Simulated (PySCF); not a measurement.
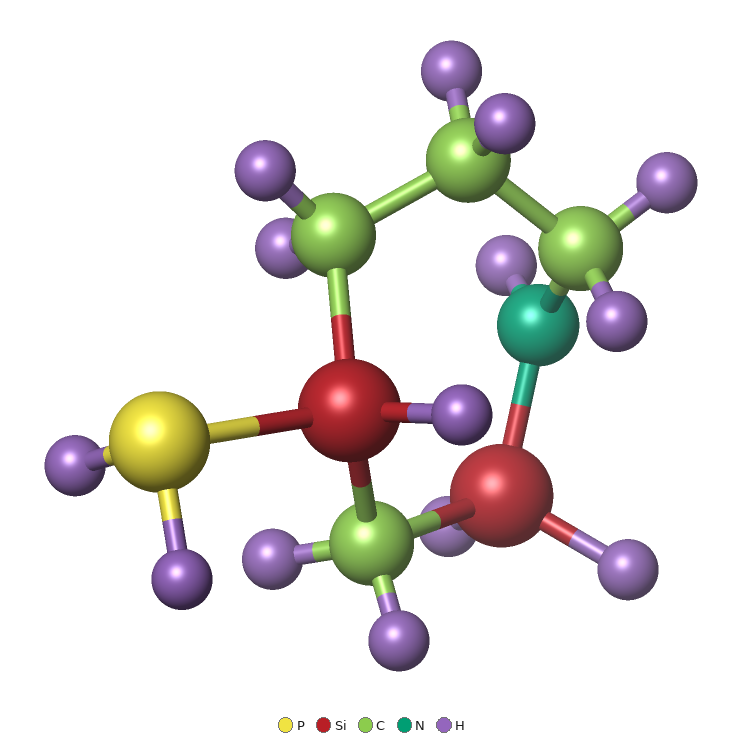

Computed geometry: GFN2-xTB optimisation. No frequency run is at hand to confirm it as a minimum. Level of theory: PBE0/pcSseg-1, gas phase (PySCF 2.14.0).

What does the calculation give?

The species is C4H14NPSi2 (`P[Si@@H]1CCCN[SiH2]C1`).
- dipole moment: 1.44 D
- HOMO energy (Kohn–Sham orbital): −6.60 eV
- LUMO energy (Kohn–Sham orbital): 0.38 eV
- HOMO–LUMO gap: 6.98 eV

The geometry is semi-empirical. Around P, Si such bond lengths and angles can be off by a tenth of an ångström or more and by several degrees, and values that hang on the shape move with them.
